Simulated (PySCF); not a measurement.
## Run report: C4H13GeN, geometry relaxation

- system: C4H13GeN, SMILES CCC[N](C)[GeH3]
- method: PBE0-D3(BJ)/def2-SVP geometry optimisation, gas phase (PySCF 2.14.0)

It belongs to a series of runs on one base structure; here: H on C replaced by C2H5.

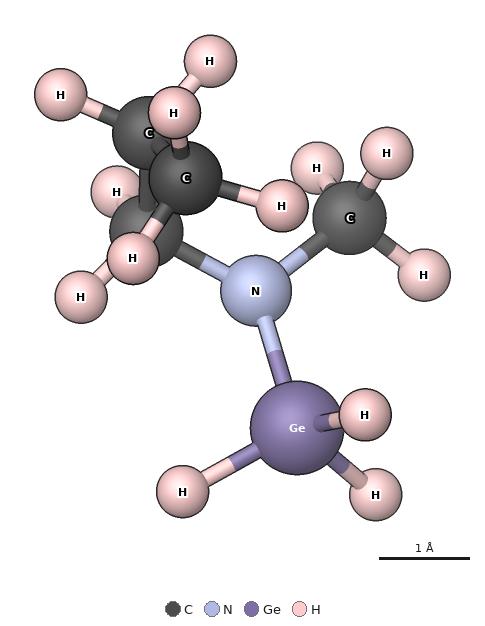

The structure as given in the input (ball-and-stick view, seen at a tilt). Sticks mark near contacts. Bond lengths as drawn: C–C 1.52 to 1.55 Å, C–H 1.07 to 1.13 Å, C–N 1.41 to 1.45 Å, Ge–H 1.49 to 1.52 Å and Ge–N 1.82 Å.

Results in brief

```tsv
quantity	value
outcome	converged
total energy	−2291.066187 hartree
dipole moment	0.56 D
point group	C1
hardware	1 CPU thread, shared host
wall time	2 min
peak memory	0.72 GiB
```

Input file
```
{"job": {"xc": "PBE0", "basis": "def2-SVP", "d3": "d3bj", "grid": 1, "shake": 0.01, "kind": "geom"}, "charge": 0, "multiplicity": 1}
C      2.017430     0.251630     0.028380
C      1.277510    -1.070450    -0.006280
C     -0.104050    -0.993850    -0.706970
N     -1.010950    -0.078170    -0.126050
C     -1.485940    -0.442600     1.197140
Ge    -1.186650     1.645280    -0.675490
H      3.028440     0.159840     0.378740
H      2.039330     0.717960    -0.979420
H      1.484020     0.978080     0.707230
H      1.153450    -1.440730     1.024120
H      1.881180    -1.795620    -0.539930
H      0.074790    -0.684970    -1.731680
H     -0.551870    -1.988430    -0.712470
H     -1.803000    -1.483570     1.236370
H     -0.717680    -0.296470     1.974460
H     -2.344740     0.194170     1.477640
H     -0.837180     1.645380    -2.128910
H     -0.330410     2.674650     0.035430
H     -2.614400     2.014940    -0.431560
```

The first line tells a small driver script what to run in PySCF; the rest is the geometry in Å.

Launched with:
```bash
OMP_NUM_THREADS=1 python <driver script> task.json out
```

Log
```
step   0  E = -2291.06036154  max force = 0.029667
step   1  E = -2291.06565544  max force = 0.004438
step   2  E = -2291.06608393  max force = 0.000959
step   3  E = -2291.06611819  max force = 0.000589
step   4  E = -2291.06613471  max force = 0.000808
step   5  E = -2291.06615744  max force = 0.000714
step   6  E = -2291.06617884  max force = 0.000331
step   7  E = -2291.06618652  max force = 0.000150
optimisation converged
```

Trajectory as extended XYZ (Å, eV, eV/Å), 6 of the 8 frames kept, from step=0 to step=7
```
19
Properties=species:S:1:pos:R:3:forces:R:3 step=0 energy=-62342.92789
C     2.0174    0.2516    0.0284   -1.5255   0.9380  -0.0282
C     1.2775   -1.0704   -0.0063   -0.4769   0.2294   0.0036
C    -0.1041   -0.9939   -0.7070    1.3364   0.1739   0.5495
N    -1.0110   -0.0782   -0.1260   -0.9594   0.0261   0.9574
C    -1.4859   -0.4426    1.1971    0.2089   0.9933  -0.3425
Ge   -1.1866    1.6453   -0.6755    0.1296  -0.2718   0.1289
H     3.0284    0.1598    0.3787    0.8656  -0.1377   0.3129
H     2.0393    0.7180   -0.9794    0.0809  -0.0862   0.2146
H     1.4840    0.9781    0.7072    0.4727  -0.4642  -0.5028
H     1.1535   -1.4407    1.0241    0.0060  -0.1427  -0.0039
H     1.8812   -1.7956   -0.5399    0.3236  -0.5832  -0.2478
H     0.0748   -0.6850   -1.7317    0.0557  -0.0348  -0.7102
H    -0.5519   -1.9884   -0.7125   -0.1715  -0.5453  -0.1287
H    -1.8030   -1.4836    1.2364   -0.1786  -0.5044  -0.0720
H    -0.7177   -0.2965    1.9745    0.0864  -0.0678   0.2443
H    -2.3447    0.1942    1.4776    0.0256  -0.1430  -0.0160
H    -0.8372    1.6454   -2.1289    0.1881   0.0236  -0.8237
H    -0.3304    2.6747    0.0354    0.4075   0.3436   0.3466
H    -2.6144    2.0149   -0.4316   -0.8751   0.2531   0.1183
19
Properties=species:S:1:pos:R:3:forces:R:3 step=1 energy=-62343.07195
C     2.0636    0.2173   -0.0589    0.2269   0.0088   0.0726
C     1.2781   -1.0806    0.0135    0.0853  -0.0003  -0.0437
C    -0.0907   -0.9907   -0.6615   -0.1565  -0.0373   0.0170
N    -1.0334   -0.0634   -0.0692    0.1191   0.1344  -0.2257
C    -1.4728   -0.3765    1.2607   -0.0369  -0.2039   0.0745
Ge   -1.2587    1.6500   -0.6962   -0.0005   0.0780   0.0433
H     3.0673    0.1189    0.3936   -0.1744   0.0175   0.0031
H     2.2184    0.5168   -1.1053    0.0008   0.0468  -0.1273
H     1.5474    1.0528    0.4396   -0.0051  -0.0710   0.0692
H     1.1546   -1.3968    1.0639    0.0046   0.0034  -0.0128
H     1.8587   -1.8852   -0.4783   -0.1137   0.0495   0.0571
H     0.0575   -0.7135   -1.7214   -0.0439  -0.0208   0.0432
H    -0.5546   -2.0012   -0.6667    0.0578   0.0754  -0.0090
H    -1.7937   -1.4381    1.3193    0.0237   0.1171   0.0121
H    -0.7066   -0.2276    2.0502    0.0001   0.0125  -0.0085
H    -2.3438    0.2388    1.5356   -0.0290   0.0152   0.0103
H    -0.8901    1.6463   -2.2023   -0.0581  -0.0231   0.2070
H    -0.3722    2.7033    0.0495   -0.1284  -0.1331  -0.1255
H    -2.7475    2.0406   -0.4582    0.2282  -0.0691  -0.0570
19
Properties=species:S:1:pos:R:3:forces:R:3 step=3 energy=-62343.08454
C     2.0632    0.2165   -0.0315   -0.0094   0.0055  -0.0097
C     1.2751   -1.0823   -0.0049    0.0037   0.0053  -0.0047
C    -0.0991   -0.9840   -0.6698   -0.0025   0.0303  -0.0241
N    -1.0302   -0.0549   -0.0725    0.0202  -0.0206   0.0300
C    -1.4550   -0.3691    1.2654   -0.0190   0.0204   0.0092
Ge   -1.2600    1.6466   -0.7106    0.0030  -0.0102  -0.0018
H     3.0557    0.0988    0.4284    0.0099  -0.0028   0.0044
H     2.2166    0.5705   -1.0649   -0.0085   0.0009   0.0125
H     1.5393    1.0151    0.5162    0.0009  -0.0008   0.0044
H     1.1542   -1.4229    1.0379   -0.0013  -0.0116   0.0004
H     1.8416   -1.8805   -0.5144    0.0095  -0.0006  -0.0040
H     0.0364   -0.7051   -1.7293    0.0088  -0.0156  -0.0105
H    -0.5582   -1.9932   -0.6762   -0.0121  -0.0041   0.0081
H    -1.7716   -1.4271    1.3327    0.0004  -0.0051  -0.0052
H    -0.6796   -0.2124    2.0441   -0.0015   0.0021  -0.0023
H    -2.3254    0.2452    1.5487    0.0007  -0.0010   0.0021
H    -0.9142    1.6069   -2.2081    0.0016  -0.0026  -0.0160
H    -0.3741    2.7087   -0.0096    0.0112   0.0074   0.0057
H    -2.7334    2.0344   -0.4738   -0.0158   0.0031   0.0018
19
Properties=species:S:1:pos:R:3:forces:R:3 step=4 energy=-62343.08499
C     2.0572    0.2157   -0.0132   -0.0404  -0.0040   0.0416
C     1.2776   -1.0880   -0.0179   -0.0260  -0.0056   0.0317
C    -0.1004   -0.9829   -0.6747    0.0174  -0.0116   0.0026
N    -1.0257   -0.0540   -0.0693   -0.0054   0.0399   0.0103
C    -1.4499   -0.3590    1.2716    0.0246   0.0043  -0.0338
Ge   -1.2580    1.6425   -0.7203   -0.0038  -0.0168  -0.0266
H     3.0505    0.0902    0.4421    0.0323   0.0017  -0.0129
H     2.2015    0.6036   -1.0348    0.0053   0.0045  -0.0081
H     1.5290    0.9907    0.5641    0.0070   0.0050  -0.0174
H     1.1613   -1.4510    1.0182   -0.0040  -0.0126  -0.0034
H     1.8441   -1.8749   -0.5445    0.0225   0.0123  -0.0135
H     0.0309   -0.7020   -1.7344   -0.0020  -0.0027   0.0011
H    -0.5591   -1.9923   -0.6829   -0.0242  -0.0060   0.0096
H    -1.7656   -1.4163    1.3446   -0.0047  -0.0204   0.0084
H    -0.6736   -0.1960    2.0479    0.0021  -0.0054   0.0045
H    -2.3202    0.2571    1.5513    0.0024  -0.0027  -0.0052
H    -0.9247    1.5823   -2.2207    0.0010   0.0076  -0.0064
H    -0.3638    2.7108   -0.0401    0.0085   0.0060   0.0085
H    -2.7297    2.0345   -0.4792   -0.0124   0.0063   0.0090
19
Properties=species:S:1:pos:R:3:forces:R:3 step=6 energy=-62343.08619
C     2.0439    0.2114    0.0158    0.0016  -0.0006   0.0152
C     1.2727   -1.0972   -0.0175   -0.0026  -0.0040   0.0102
C    -0.1026   -0.9845   -0.6789    0.0103  -0.0115  -0.0170
N    -1.0205   -0.0468   -0.0760    0.0052  -0.0045  -0.0022
C    -1.4336   -0.3497    1.2679   -0.0126   0.0114  -0.0009
Ge   -1.2581    1.6443   -0.7393   -0.0064  -0.0028   0.0032
H     3.0430    0.0827    0.4593   -0.0036  -0.0006  -0.0085
H     2.1800    0.6235   -0.9978    0.0018  -0.0002  -0.0043
H     1.5149    0.9718    0.6110    0.0001   0.0006  -0.0017
H     1.1548   -1.4845    1.0097    0.0004  -0.0015  -0.0045
H     1.8490   -1.8668   -0.5596   -0.0003   0.0072  -0.0027
H     0.0327   -0.7074   -1.7390    0.0022   0.0002   0.0020
H    -0.5714   -1.9901   -0.6848   -0.0001   0.0067   0.0030
H    -1.7469   -1.4082    1.3460   -0.0007   0.0041   0.0010
H    -0.6513   -0.1848    2.0380    0.0003  -0.0010   0.0010
H    -2.3026    0.2653    1.5532   -0.0013   0.0007   0.0036
H    -0.9499    1.5739   -2.2452   -0.0006  -0.0002   0.0051
H    -0.3480    2.7142   -0.0803   -0.0019  -0.0023  -0.0044
H    -2.7250    2.0440   -0.4748    0.0080  -0.0018   0.0019
19
Properties=species:S:1:pos:R:3:forces:R:3 step=7 energy=-62343.08640
C     2.0401    0.2094    0.0269    0.0046   0.0016   0.0003
C     1.2723   -1.1008   -0.0180    0.0017  -0.0008   0.0015
C    -0.1024   -0.9856   -0.6805    0.0033  -0.0043  -0.0024
N    -1.0183   -0.0454   -0.0779    0.0021  -0.0053  -0.0071
C    -1.4307   -0.3440    1.2671   -0.0077   0.0025   0.0033
Ge   -1.2574    1.6432   -0.7460   -0.0034   0.0010   0.0054
H     3.0413    0.0788    0.4649   -0.0046  -0.0012  -0.0016
H     2.1724    0.6314   -0.9834    0.0000  -0.0008  -0.0006
H     1.5111    0.9632    0.6302   -0.0006  -0.0007   0.0012
H     1.1547   -1.4982    1.0052    0.0001   0.0010  -0.0009
H     1.8515   -1.8631   -0.5672   -0.0024   0.0007   0.0004
H     0.0343   -0.7084   -1.7403    0.0013   0.0010   0.0009
H    -0.5737   -1.9899   -0.6865    0.0027   0.0034   0.0007
H    -1.7451   -1.4019    1.3488   -0.0009   0.0039  -0.0006
H    -0.6476   -0.1781    2.0362    0.0000  -0.0002  -0.0005
H    -2.2989    0.2727    1.5516    0.0001   0.0015   0.0015
H    -0.9591    1.5675   -2.2535   -0.0003  -0.0009   0.0015
H    -0.3416    2.7142   -0.0971   -0.0003  -0.0010  -0.0040
H    -2.7216    2.0458   -0.4726    0.0044  -0.0013   0.0009
```

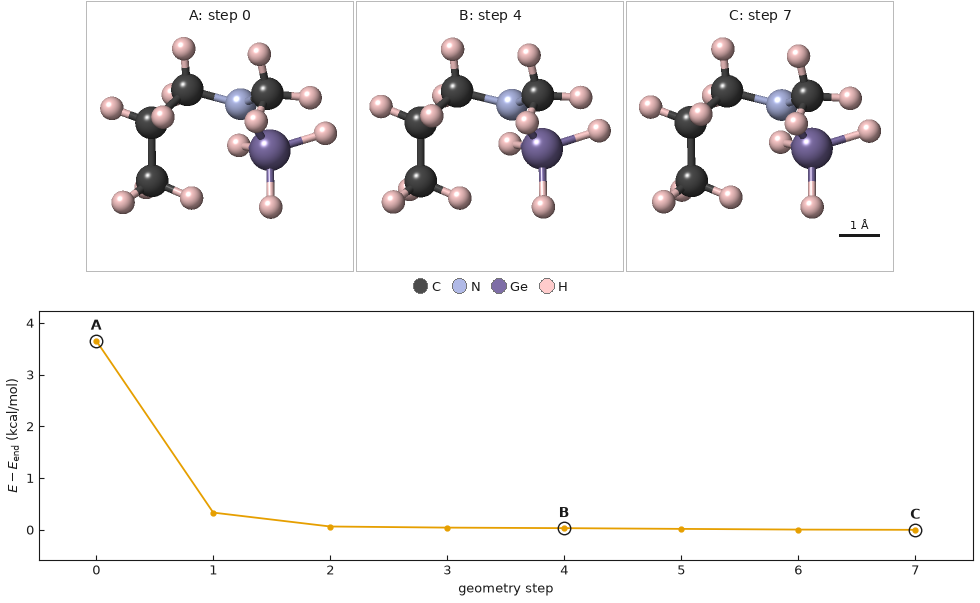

Frames of the relaxation (ball-and-stick view, seen at a tilt) above the curves, on which the letters mark them (steps are counted from 0).

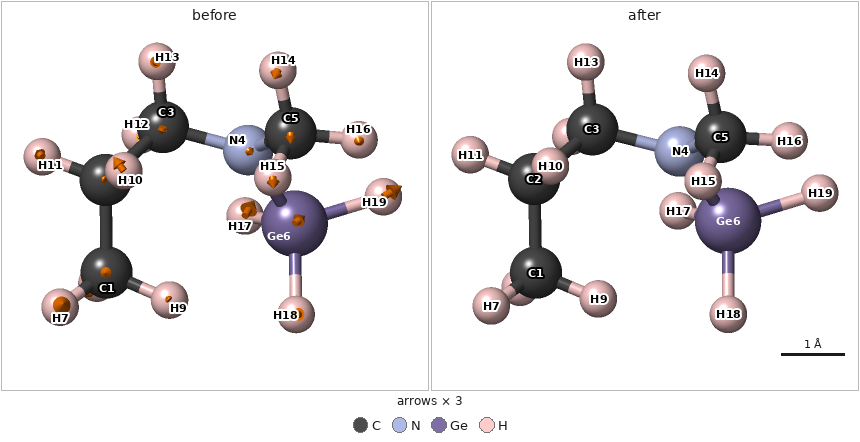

Before (left) and after (right) the relaxation, at one scale (ball-and-stick view, seen at a tilt). The orange arrows give the displacements, magnified 3 times. The largest moves after the best rigid fit, 0.16 Å, are those of H7 and H8. By element the largest moves are H 0.16 Å, Ge 0.08 Å, C 0.06 Å, N 0.04 Å. Distances before and after: Ge6–H17 1.495 → 1.539 Å, Ge6–H18 1.516 → 1.551 Å, C3–N4 1.414 → 1.444 Å, C1–H9 1.128 → 1.101 Å. Among the angles that change: H12–C3–H13 108.8° → 105.9°, N4–Ge6–H18 116.6° → 114.0°, N4–C5–H15 112.4° → 114.5°. Over 7 geometry steps the energy falls by 3.66 kcal/mol. The largest force component goes from 1.5 to 0.0077 eV/Å. (Atoms are counted from 1 in the order of the input.)
